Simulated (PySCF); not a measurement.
**C$_{4}$H$_{12}$Sn, SMILES `C[Sn](C)(C)C`: what the electrons do**

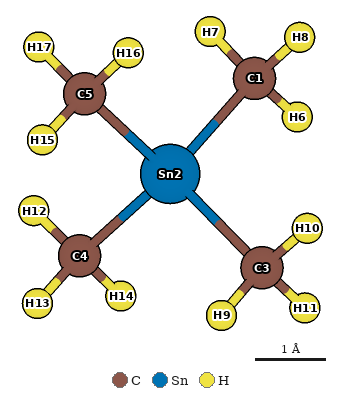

The molecule, with its atoms numbered as below. No frequency check shows the geometry to be a minimum.

Geometry (Å), atoms numbered from 1:

```
C1      -1.2795   -1.6052   -0.7750
Sn2     -0.0001   -0.0001    0.0001
C3      -1.2545    1.6086    0.8081
C4       1.2472    0.7901   -1.6235
C5       1.2875   -0.7932    1.5897
H6      -1.9226   -1.2300   -1.5635
H7      -0.6754   -2.4092   -1.1802
H8      -1.9025   -2.0083    0.0133
H9      -0.6379    2.4111    1.1972
H10     -1.8775    1.2351    1.6133
H11     -1.8976    2.0129    0.0362
H12      1.8739    0.0094   -2.0354
H13      1.8861    1.5861   -1.2576
H14      0.6266    1.1882   -2.4187
H15      1.9269   -0.0141    1.9850
H16      0.6870   -1.1897    2.4011
H17      1.9144   -1.5908    1.2073
```

## 1. Bonding charge

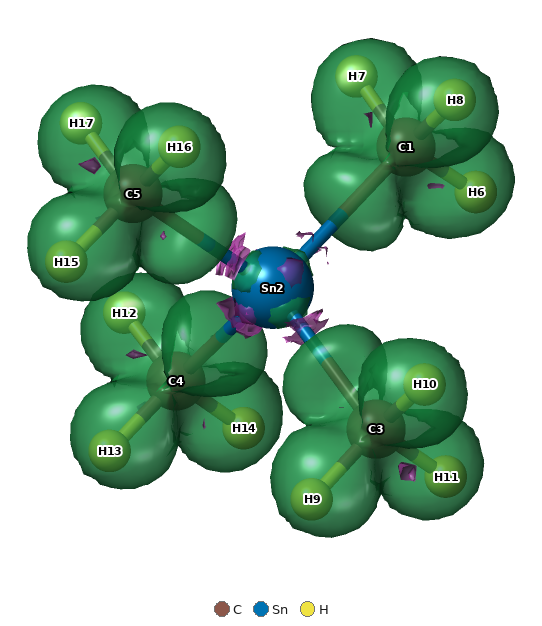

Deformation density (molecule less spherical, spin-averaged free atoms at the same positions), surfaces at ±0.07 e/Å³; green: gain, purple: loss.

PySCF calculation, PBE0/def2-TZVP, gas phase; geometry: GFN2-xTB. Core potentials replace the inner electrons of Sn; spin–orbit coupling isn't included.

Question: Describe the bonding that the map shows.

Answer: C1–H8, C4–H12, C5–H15, C3–H11 and 8 more like them: +0.69 e/Å³ at the bond critical point (bond length 1.08 Å, Mayer order 1.0). Sn2–C5, C1–Sn2, Sn2–C3 and Sn2–C4: +0.15 e/Å³ at the bond critical point (bond length 2.19 Å, Mayer order 0.9). In all, 3.6 electrons gather in the regions of gain relative to the promolecule. A small or negative value marks a very polar bond, one between electron-rich atoms, whose free-atom densities already overlap strongly, a long bond to a heavier atom, or a closed-shell contact such as a hydrogen bond.

Question: Where do the Hirshfeld charges lie?

Answer: The highest Hirshfeld charge is on Sn2 (+0.54 e), the lowest on C1, C3, C4 and C5 (−0.23 e).

## 2. Bond critical points

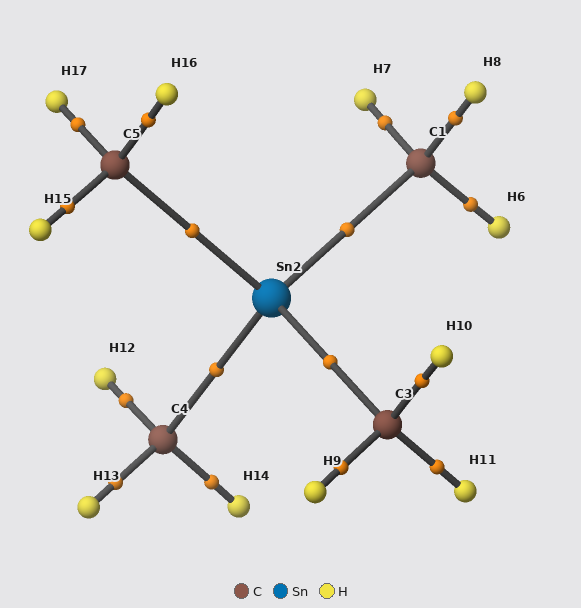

Molecular graph of the electron density (QTAIM): bond paths, bond critical points (orange), ring points (yellow, if any); weak paths are dashed.

Question: How many critical points of each kind are there, and does the count close?

Answer: 17 nuclei, 16 bond, 0 ring and 0 cage critical points: 17 − 16 + 0 − 0 = 1, as the Poincaré–Hopf relation requires.

Question: Tabulate density, Laplacian, ellipticity and energy density at the bond critical points (atomic units).

Answer:
```csv
bond,length (Å),ρ (a.u.),∇²ρ (a.u.),ε,H (a.u.)
C1–H8 (12 alike),1.083,0.278,−0.94,0.02,−0.282
Sn2–C5 (4 alike),2.194,0.098,+0.10,0.00,−0.037
```

Question: What kind of interaction is C1–H8?

Answer: Shared-shell (covalent): ρ = 0.278, ∇²ρ = −0.94, H = −0.282 a.u.

## 3. Local ionisation energy

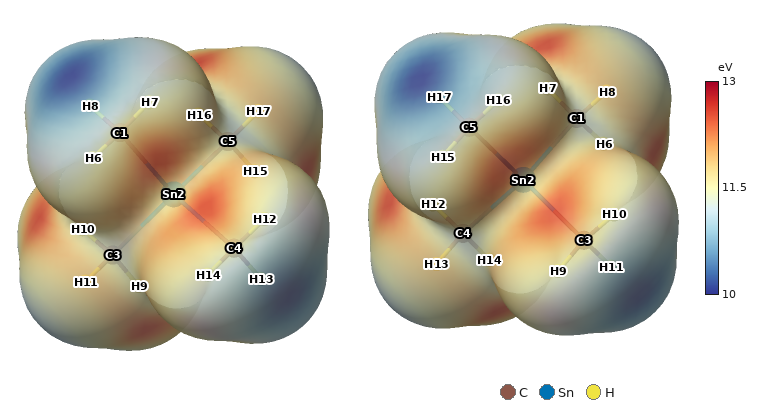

Average local ionisation energy on the surface of electron density 0.001 a.u. (back view left, front view right).

Question: Locate the minima of the map.

Answer: The lowest value is 10.1 eV, near H17 (1.86 Å), H16 (1.93 Å), H15 (1.96 Å) and C5 (2.01 Å), and at like points elsewhere. Further minima include 11.3 eV, near H6 (2.10 Å), H11 (2.13 Å), H14 (2.18 Å) and Sn2 (2.26 Å), and at like points elsewhere. For comparison, the highest occupied orbital lies at −7.6 eV.

## 4. In an electric field

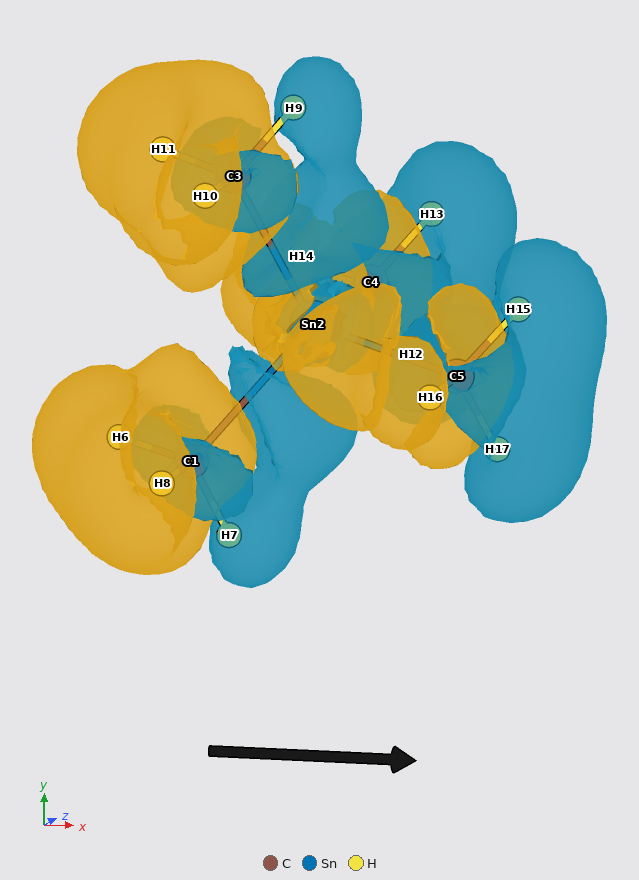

Change of the electron density in a uniform field of 0.21 V/Å along +x (arrow), surfaces at ±0.001 e/Å³ (yellow: gain, teal: loss).

Method: PBE0/def2-TZVP; geometry: GFN2-xTB; program: PySCF. Core potentials replace the inner electrons of Sn; spin–orbit coupling isn't included. A basis without diffuse functions makes polarisabilities too small.

Question: What dipole is induced, and what polarisability does it imply?

Answer: The induced dipole is 0.93 D (along the field); α along this axis, from the fields in both directions, is 91 bohr³ (13.6 Å³).

Question: Which atoms gain and lose the most charge?

Answer: Electrons gather most on H6, H8, H10 and H11 alike (Hirshfeld charge changes by −0.007 e) and leave H12, H13, H15 and H17 alike most (+0.007 e); 0.084 electrons are displaced in all.
